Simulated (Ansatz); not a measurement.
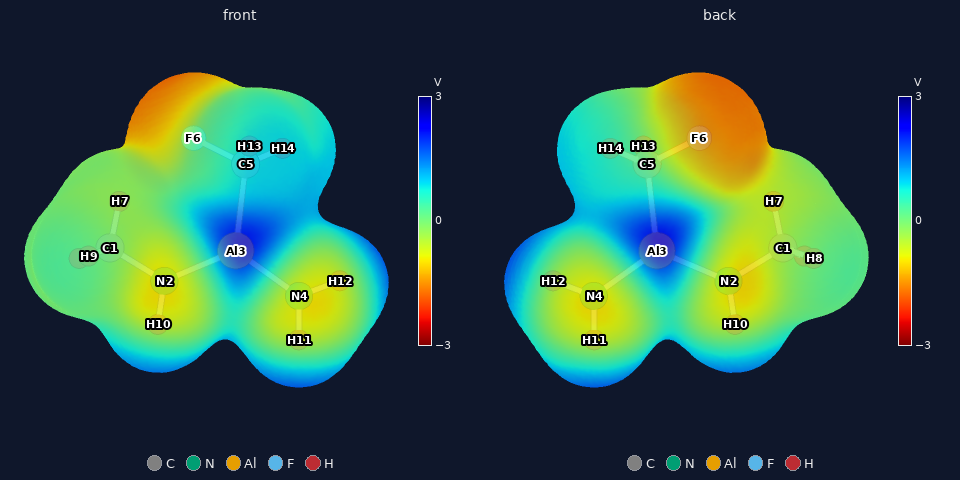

C₂H₈AlFN₂. The electrostatic potential painted on the density surface at 0.002 e/bohr³, seen from the front and from behind; red is negative and blue positive.

Level of theory: RKS BHLYP-D4/6-31G (Ansatz 0.2.0).

```json
{"atom": "C", "x (Å)": "0.8634", "y (Å)": "0.6395", "z (Å)": "1.9837"}
{"atom": "N", "x (Å)": "0.6289", "y (Å)": "-0.5595", "z (Å)": "1.1833"}
{"atom": "Al", "x (Å)": "-0.1786", "y (Å)": "-0.6132", "z (Å)": "-0.4023"}
{"atom": "N", "x (Å)": "-0.3939", "y (Å)": "-2.1455", "z (Å)": "-1.2924"}
{"atom": "C", "x (Å)": "-0.7980", "y (Å)": "1.0860", "z (Å)": "-1.2362"}
{"atom": "F", "x (Å)": "-1.1793", "y (Å)": "1.9905", "z (Å)": "-0.1623"}
{"atom": "H", "x (Å)": "0.4204", "y (Å)": "1.4979", "z (Å)": "1.4914"}
{"atom": "H", "x (Å)": "0.4083", "y (Å)": "0.5604", "z (Å)": "2.9706"}
{"atom": "H", "x (Å)": "1.9265", "y (Å)": "0.8379", "z (Å)": "2.1203"}
{"atom": "H", "x (Å)": "0.9649", "y (Å)": "-1.3949", "z (Å)": "1.6267"}
{"atom": "H", "x (Å)": "-0.0655", "y (Å)": "-3.0397", "z (Å)": "-0.9808"}
{"atom": "H", "x (Å)": "-0.8718", "y (Å)": "-2.2249", "z (Å)": "-2.1696"}
{"atom": "H", "x (Å)": "-0.0352", "y (Å)": "1.6021", "z (Å)": "-1.8140"}
{"atom": "H", "x (Å)": "-1.6734", "y (Å)": "0.9711", "z (Å)": "-1.8698"}
```

Describe the electrostatic potential map.

The most negative region (about −1.7 V) lies over F6, the most positive (about +2.1 V) over Al3.
